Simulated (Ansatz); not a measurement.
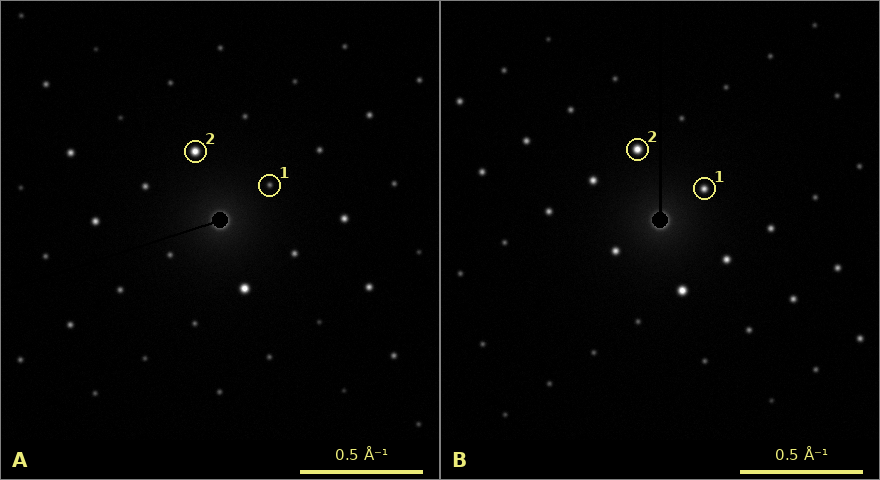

Kinematic electron diffraction patterns (300 kV, B = 0.5 Å², same scale) along [111] of the run's own cell, for the start and the end of one relaxation of Si2As with DFT PBE, scalar-relativistic, plane waves, PAW (Ansatz). k mesh 10×6×8. The start is a generated model structure, and the relaxation ends in the nearest stationary point of its symmetry, not necessarily the ground state. Spot 1 is 0 -1 1 and spot 2 is 1 -1 0 in both.

Start structure:

```
Si As
1.0
     3.78019    0.00000    0.00000
     0.00000    7.13894    0.00000
     0.00000    0.00000    4.82427
Si As
4 2
Direct
  0.00000 0.83269 0.42650
  0.00000 0.16731 0.42650
  0.50000 0.33269 0.57350
  0.50000 0.66731 0.57350
  0.00000 0.00000 0.99334
  0.50000 0.50000 0.00666
```

Which pattern belongs to the start structure, and which to the relaxed one?

A is the start: its cell gives d(1) = 3.997 Å, d(2) = 3.341 Å and an angle of 74.8°. B is the relaxed structure, with d(1) = 4.500 Å (+12.6 %), d(2) = 3.287 Å (-1.6 %) and 72.6°.

Name reflections whose intensity changes strongly on relaxation.

0 3 -3, 0 2 -2, 2 -3 1 fade out of sight; 2 1 -3 goes from 0.6 to 12 % of the strongest spot; 0 1 -1 goes from 3.2 to 30 % of the strongest spot; 1 0 -1 goes from 9.3 to 34 % of the strongest spot.

What did the relaxation do to the structure and the energy?

The volume changed by +17.6 % to 25.52 Å³ an atom; with the mean shift removed, the atoms moved by up to 0.55 Å relative to the cell (As most); the space group stayed Pmmn (No. 59); the free energy fell by 14 meV an atom. Relaxed cell: a = 3.718 Å, b = 7.034 Å, c = 5.855 Å, α = 90.00°, β = 90.00°, γ = 90.00°.
